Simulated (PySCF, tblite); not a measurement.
# C₅H₁₄N₂: a rotation path, then NMR shifts on frames, part 1 of 2

Aim: move C₅H₁₄N₂ (`CCN(C)CCN`) away from its starting geometry and see how NMR shifts follow the geometry.

Computed with tblite 0.8.0 and PySCF 2.14.0, with density-fitted response routines of our own, on a single molecule in the gas phase. Atoms count from 0, in the outputs and in this text.

## (1) Starting geometry

21 atoms, charge 0, multiplicity 1; geometry from: GFN2-xTB.

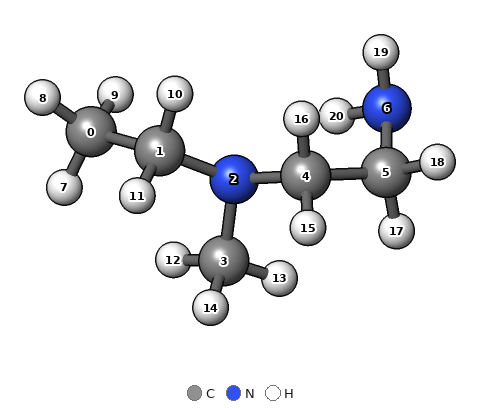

The starting geometry (carbon grey, nitrogen blue, hydrogen white), atoms numbered.

## (2) The rotation path with GFN2-xTB

The job: settings as JSON, then the geometry in Å.

```
{"job": {"kind": "neb", "xc": "GFN2-xTB", "basis": "xTB", "atoms": [0, 1, 2, 4], "turn": 120}, "charge": 0, "multiplicity": 1}
C     -2.109489     1.520032     0.154210
C     -1.136794     0.617711     0.907008
N     -0.210220    -0.058596     0.012322
C     -0.875448    -1.063535    -0.792112
C      0.937060    -0.610834     0.716961
C      2.129304    -0.811199    -0.235586
N      2.469601     0.373695    -0.999561
H     -2.863183     0.945828    -0.377655
H     -2.618752     2.173466     0.858408
H     -1.565105     2.131197    -0.560985
H     -0.544300     1.242794     1.580788
H     -1.702300    -0.101678     1.526490
H     -1.666379    -0.597613    -1.374536
H     -0.163883    -1.506377    -1.485031
H     -1.313801    -1.867312    -0.178275
H      0.697621    -1.564086     1.219825
H      1.237688     0.107180     1.485922
H      1.918599    -1.612251    -0.948093
H      3.002296    -1.109670     0.351354
H      2.730670     1.124981    -0.367549
H      1.637896     0.683211    -1.494378
```

With the program's defaults for keys left out, this is: GFN2-xTB climbing-image nudged elastic band, gas phase.

On the command line:

```console
$ OMP_NUM_THREADS=1 python probes_run.py task.json out
```

The driver reads the jobs from task.json and runs them one after another.

Log:

```text
image   E - E0 / eV
  0       0.0000
  1       0.0165
  2       0.0741
  3       0.1580
  4       0.2052
  5       0.1641
  6       0.0724
  7      -0.0026
  8      -0.0386
```

Wall time 3.2 s (1 thread of Arm Neoverse V1, shared host); peak memory 0.18 GiB.

The final band, with the dihedral C0–C1–N2–C4:

```
image  dihedral (°)  energy (eV)  energy (kcal/mol)
    0           164        0.000                0.0
    1           179        0.017                0.4
    2           195        0.074                1.7
    3           211        0.158                3.6
    4           228        0.205                4.7
    5           246        0.164                3.8
    6           264        0.072                1.7
    7           281       -0.003               -0.1
    8           296       -0.039               -0.9
```

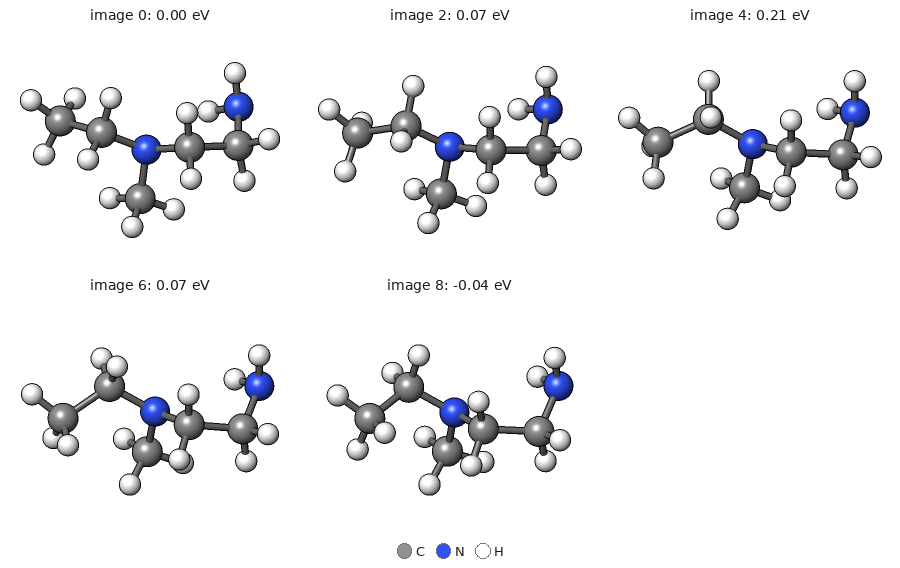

Images along the band.

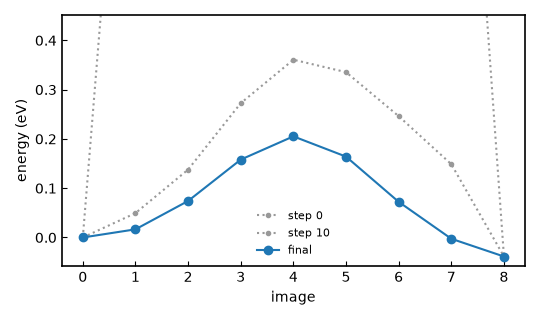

Energy along the band, early and final.

## (3) Shielding tensors: image 0, PBE0/pcSseg-1

The job: settings as JSON, then the geometry in Å.

```
{"job": {"kind": "nmr", "xc": "PBE0", "basis": "pcSseg-1", "pop": false}, "charge": 0, "multiplicity": 1}
C     -2.109500     1.520000     0.154200
C     -1.136800     0.617700     0.907000
N     -0.210200    -0.058600     0.012300
C     -0.875400    -1.063500    -0.792100
C      0.937100    -0.610800     0.717000
C      2.129300    -0.811200    -0.235600
N      2.469600     0.373700    -0.999600
H     -2.863200     0.945800    -0.377700
H     -2.618800     2.173500     0.858400
H     -1.565100     2.131200    -0.561000
H     -0.544300     1.242800     1.580800
H     -1.702300    -0.101700     1.526500
H     -1.666400    -0.597600    -1.374500
H     -0.163900    -1.506400    -1.485000
H     -1.313800    -1.867300    -0.178300
H      0.697600    -1.564100     1.219800
H      1.237700     0.107200     1.485900
H      1.918600    -1.612300    -0.948100
H      3.002300    -1.109700     0.351400
H      2.730700     1.125000    -0.367500
H      1.637900     0.683200    -1.494400
```

Level: GIAO PBE0/pcSseg-1 NMR shielding, non-relativistic, gas phase.

Log:

```text
coarse grid: 16240 points
cycle   1  E = -307.9415501709  dE =  5.801e-01  |g| = 4.565e-01  |ddm| = 3.777e+00
cycle   2  E = -307.9312167608  dE =  1.033e-02  |g| = 5.207e-01  |ddm| = 9.389e-01
cycle   3  E = -307.9947041407  dE = -6.349e-02  |g| = 5.614e-02  |ddm| = 5.132e-01
cycle   4  E = -307.9951797940  dE = -4.757e-04  |g| = 2.669e-02  |ddm| = 5.674e-02
cycle   5  E = -307.9953209328  dE = -1.411e-04  |g| = 5.883e-03  |ddm| = 2.354e-02
cycle   6  E = -307.9953270781  dE = -6.145e-06  |g| = 1.899e-03  |ddm| = 5.388e-03
final grid: 153232 points
cycle   7  E = -308.0343227580  dE = -5.066e-05  |g| = 9.842e-03  |ddm| = 3.123e-02
cycle   8  E = -308.0343154324  dE =  7.326e-06  |g| = 1.145e-02  |ddm| = 1.743e-02
cycle   9  E = -308.0343461919  dE = -3.076e-05  |g| = 6.833e-04  |ddm| = 9.278e-03
cycle  10  E = -308.0343462786  dE = -8.669e-08  |g| = 2.586e-04  |ddm| = 6.944e-04
cycle  11  E = -308.0343462924  dE = -1.380e-08  |g| = 3.886e-05  |ddm| = 2.075e-04
cycle  12  E = -308.0343462927  dE = -2.923e-10  |g| = 1.141e-05  |ddm| = 4.321e-05
converged SCF energy = -308.0343462927

GIAO shielding tensors (ppm)
atom      isotropic    diamagn.    paramagn.     s11        s22        s33       span
  0 C      170.191     247.170     -76.980    151.587    171.490    187.494     35.907
  1 C      128.672     247.183    -118.511    103.975    111.916    170.124     66.149
  2 N      215.381     325.034    -109.653    184.291    211.764    250.089     65.798
  3 C      149.207     249.148     -99.940    113.748    147.256    186.617     72.869
  4 C      118.021     248.582    -130.562     99.460    106.907    147.694     48.234
  5 C      142.719     245.821    -103.102    118.956    142.778    166.424     47.468
  6 N      233.719     319.556     -85.837    204.924    227.862    268.371     63.447
  7 H       30.328      30.353      -0.026     25.630     29.539     35.814     10.183
  8 H       30.595      28.275       2.321     26.231     27.609     37.946     11.715
  9 H       30.648      30.820      -0.172     26.435     29.332     36.177      9.742
 10 H       29.283      33.140      -3.857     23.952     29.508     34.390     10.439
 11 H       29.403      31.693      -2.290     24.959     29.079     34.171      9.213
 12 H       29.229      32.593      -3.364     24.121     28.385     35.182     11.061
 13 H       29.222      32.530      -3.308     23.852     28.664     35.150     11.299
 14 H       30.534      31.499      -0.965     27.054     27.228     37.320     10.266
 15 H       29.494      32.548      -3.054     25.790     28.857     33.836      8.046
 16 H       29.578      33.842      -4.264     24.762     29.113     34.858     10.096
 17 H       28.835      30.664      -1.828     24.060     28.541     33.905      9.845
 18 H       29.127      29.233      -0.106     23.928     28.053     35.401     11.473
 19 H       31.919      33.119      -1.200     26.278     27.986     41.494     15.216
 20 H       29.972      34.781      -4.809     22.076     30.058     37.783     15.707
```

It took 24 s on 1 thread of Arm Neoverse V1, shared host; peak memory 0.86 GiB.

The references, computed at this level on geometries of the same kind, shield at (ppm): ¹H TMS 31.72, ¹³C TMS 186.9, ¹⁵N NH3 267.7. Their shielding less the atom's gives the shift. The references are single molecules in the gas phase, so shifts against H2O, NH3, PH3, H3PO4 or CFCl3 are not on the usual liquid scales and can be off by tens of ppm. Each atom is listed at this fixed geometry, with no averaging over motion; a spectrum would average atoms that exchange fast.

```
atoms                              environment  σ (ppm)  δ (ppm)
   C4                      sp3 CH2 bonded to N    118.0     68.9
   C1                      sp3 CH2 bonded to N    128.7     58.3
   C5                      sp3 CH2 bonded to N    142.7     44.2
   C3                methyl carbon bonded to N    149.2     37.7
   C0                            methyl carbon    170.2     16.7
  H17       hydrogen on an sp3 CH2 bonded to N    28.84     2.88
  H18       hydrogen on an sp3 CH2 bonded to N    29.13     2.59
  H13  hydrogen on a methyl carbon bonded to N    29.22     2.49
  H12  hydrogen on a methyl carbon bonded to N    29.23     2.49
  H10       hydrogen on an sp3 CH2 bonded to N    29.28     2.43
  H11       hydrogen on an sp3 CH2 bonded to N    29.40     2.31
  H15       hydrogen on an sp3 CH2 bonded to N    29.49     2.22
  H16       hydrogen on an sp3 CH2 bonded to N    29.58     2.14
  H20            hydrogen on an amine nitrogen    29.97     1.74
   H7              hydrogen on a methyl carbon    30.33     1.39
  H14  hydrogen on a methyl carbon bonded to N    30.53     1.18
   H8              hydrogen on a methyl carbon    30.60     1.12
   H9              hydrogen on a methyl carbon    30.65     1.07
  H19            hydrogen on an amine nitrogen    31.92    -0.20
   N2                           amine nitrogen    215.4     52.3
   N6                           amine nitrogen    233.7     34.0
```

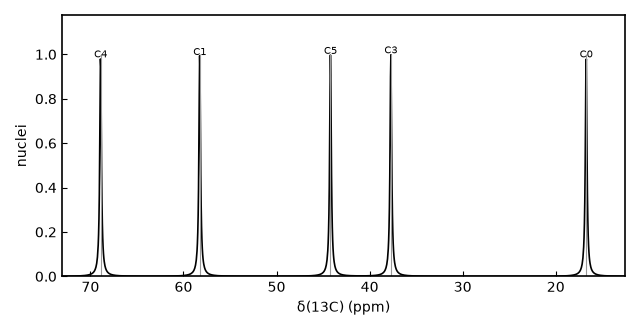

¹³C lines at the computed shifts, without couplings. Lines are broadened to a width of 0.21 ppm (Lorentzian).

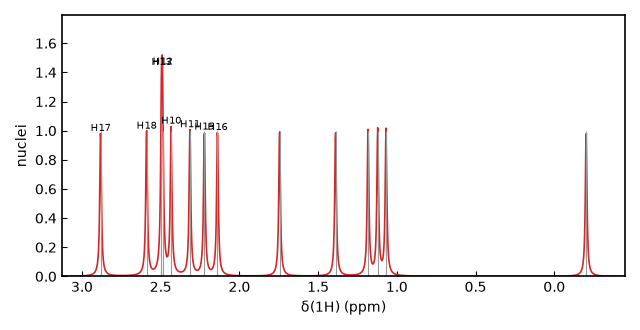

¹H lines at the computed shifts, without couplings. Lines are broadened to a width of 0.01 ppm (Lorentzian).

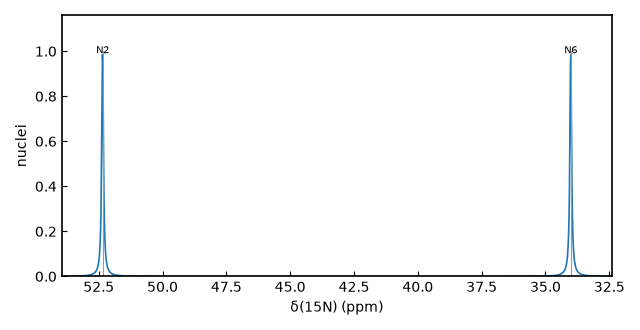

¹⁵N lines at the computed shifts, without couplings. Lines are broadened to a width of 0.08 ppm (Lorentzian).

## (4) Nuclear shieldings: image 2, PBE0/pcSseg-1

The job: settings as JSON, then the geometry in Å.

```
{"job": {"kind": "nmr", "xc": "PBE0", "basis": "pcSseg-1", "pop": false}, "charge": 0, "multiplicity": 1}
C     -2.328800     1.276900     0.252600
C     -1.006300     0.822000     0.856000
N     -0.147000     0.067200    -0.054900
C     -0.851100    -0.847100    -0.931100
C      0.900700    -0.617400     0.690100
C      2.121800    -0.916800    -0.195400
N      2.641600     0.251400    -0.879300
H     -3.012400     0.438600     0.143600
H     -2.791500     2.006200     0.913400
H     -2.176500     1.740600    -0.718000
H     -0.431100     1.705200     1.158600
H     -1.226700     0.240300     1.768500
H     -1.519600    -0.291400    -1.583500
H     -0.123000    -1.353800    -1.560600
H     -1.428500    -1.609800    -0.385800
H      0.532400    -1.555000     1.144200
H      1.222300     0.043200     1.501000
H      1.870300    -1.659600    -0.956600
H      2.914400    -1.338300     0.428900
H      2.950500     0.935200    -0.194200
H      1.880000     0.679400    -1.397900
```

With the program's defaults for keys left out, this is: GIAO PBE0/pcSseg-1 NMR shielding, non-relativistic, gas phase.

Log:

```text
coarse grid: 16240 points
cycle   1  E = -307.9386064644  dE =  5.790e-01  |g| = 4.540e-01  |ddm| = 3.781e+00
cycle   2  E = -307.9289219284  dE =  9.685e-03  |g| = 5.164e-01  |ddm| = 9.477e-01
cycle   3  E = -307.9911585018  dE = -6.224e-02  |g| = 5.651e-02  |ddm| = 5.161e-01
cycle   4  E = -307.9916473646  dE = -4.889e-04  |g| = 2.609e-02  |ddm| = 5.571e-02
cycle   5  E = -307.9917819337  dE = -1.346e-04  |g| = 5.995e-03  |ddm| = 2.324e-02
cycle   6  E = -307.9917884699  dE = -6.536e-06  |g| = 1.806e-03  |ddm| = 5.600e-03
final grid: 153232 points
cycle   7  E = -308.0310751160  dE = -5.797e-05  |g| = 9.939e-03  |ddm| = 3.438e-02
cycle   8  E = -308.0310678833  dE =  7.233e-06  |g| = 1.153e-02  |ddm| = 1.770e-02
cycle   9  E = -308.0310990338  dE = -3.115e-05  |g| = 6.758e-04  |ddm| = 9.402e-03
cycle  10  E = -308.0310991162  dE = -8.236e-08  |g| = 2.763e-04  |ddm| = 6.926e-04
cycle  11  E = -308.0310991320  dE = -1.582e-08  |g| = 4.144e-05  |ddm| = 2.309e-04
cycle  12  E = -308.0310991323  dE = -3.431e-10  |g| = 9.993e-06  |ddm| = 4.577e-05
converged SCF energy = -308.0310991323

GIAO shielding tensors (ppm)
atom      isotropic    diamagn.    paramagn.     s11        s22        s33       span
  0 C      171.872     247.878     -76.006    162.645    170.086    182.884     20.238
  1 C      131.709     246.742    -115.033    105.014    120.470    169.643     64.629
  2 N      225.663     325.067     -99.404    182.435    225.194    269.360     86.925
  3 C      150.789     249.272     -98.483    120.311    149.390    182.666     62.355
  4 C      119.356     249.260    -129.904     94.038    116.308    147.722     53.685
  5 C      142.671     245.820    -103.148    119.198    142.337    166.479     47.281
  6 N      234.234     319.343     -85.108    205.345    230.721    266.637     61.292
  7 H       30.525      30.297       0.227     25.975     29.564     36.035     10.061
  8 H       30.618      27.975       2.643     26.162     27.625     38.066     11.904
  9 H       30.588      30.820      -0.231     26.384     28.997     36.383      9.998
 10 H       28.770      32.741      -3.971     23.221     28.451     34.639     11.418
 11 H       29.464      32.010      -2.546     24.218     29.951     34.222     10.004
 12 H       29.275      32.655      -3.381     24.462     28.250     35.112     10.650
 13 H       29.272      32.707      -3.434     23.861     29.024     34.932     11.071
 14 H       30.411      31.960      -1.549     26.393     27.564     37.276     10.883
 15 H       29.699      32.884      -3.184     25.889     29.310     33.899      8.010
 16 H       29.597      33.830      -4.233     24.652     29.200     34.940     10.288
 17 H       28.790      30.715      -1.926     24.063     28.610     33.695      9.632
 18 H       29.185      29.277      -0.092     24.017     28.164     35.373     11.356
 19 H       31.873      32.831      -0.958     26.166     28.049     41.404     15.237
 20 H       29.978      34.600      -4.622     21.980     30.178     37.775     15.795
```

Wall time 24 s (1 thread of Arm Neoverse V1, shared host); peak memory 0.85 GiB.

Key values: δ C4 67.6, C1 55.2, C5 44.3, C3 36.1, H10 2.95, H17 2.93 ppm.

(Continued in part 2 of 2.)
